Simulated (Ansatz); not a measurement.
## Electronic structure of HNSn in real space

Input

```
crystal:
  periodic: [false, false, false]
  atoms:
    - {symbol: "N", position_ang: [0.000000, 0.000000, -0.279000]}
    - {symbol: Sn, position_ang: [0.000000, 0.000000, 1.565820]}
    - {symbol: H, position_ang: [0.000000, 0.000000, -1.286820]}
basis:
  gaussian:
    orbitals: def2-TZVPD
hamiltonian:
  xc: {name: PBE0}
output: {forces: true, orbitals: {seedname: orbitals}}
```

Command:

```sh
ansatz run input.yaml --threads 1 --pin off --max-ram 2610MiB --events-out events.jsonl --progress --plain --runs-dir runs
```

Geometry: r2SCAN-D4/def2-TZVP; core potentials replace the inner electrons of Sn.

Level of theory: Ansatz, isolated molecule in a Gaussian basis; Kohn-Sham density functional theory, functional PBE0.

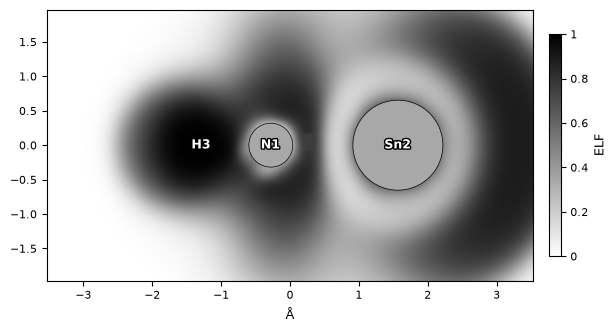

Figure 1. Electron localisation function on a plane that holds the molecular axis. Grey discs cover the atomic cores.

Describe what can be read from this map.

The plane passes through N, Sn and H nuclei.
Sn–N (1.84 Å): the ELF peaks at about 0.75 in the valence shell of N, 0.6 Å from its nucleus, and drops to about 0.20 between the two atoms.
N–H (1.01 Å): the ELF climbs to about 1 towards the hydrogen, as it does in any bond to H: a covalent bond by its length.
The ELF also peaks beside N1, away from the bonds: lone-pair regions.

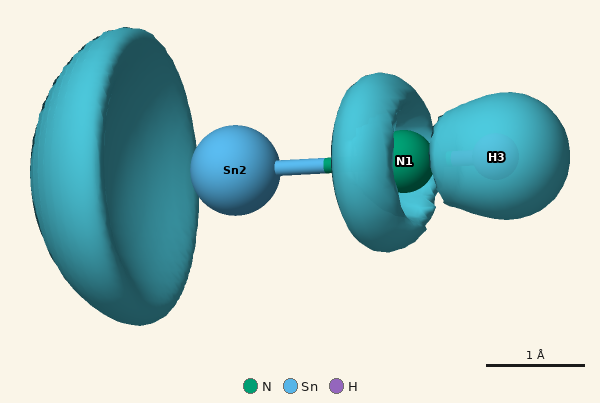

Figure 2. Isosurface of the electron localisation function at 0.8 (cyan), seen from one side. Only the valence region is drawn (cores and ρ < 0.01 e/Å³ removed).

Describe the localisation domains.

The ELF exceeds this value in one region around a hydrogen nucleus, one lobe on Sn, pointing away from the bonds (lone pairs) and one region wrapped around N (its valence shell).

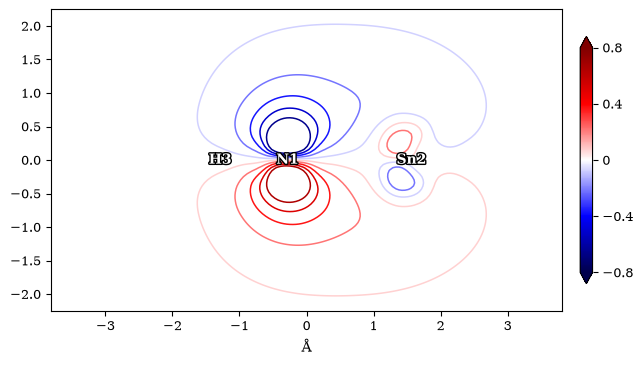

Figure 3. The HOMO on a plane that holds the molecular axis (values in Å⁻³ᐟ²; the overall sign is arbitrary).

Describe this orbital and give its energy.

It lies mainly on N1 (about 65 %) and Sn2 (about 30 %). It is one of a degenerate set, so its orientation is arbitrary. Its energy is −6.91 eV.
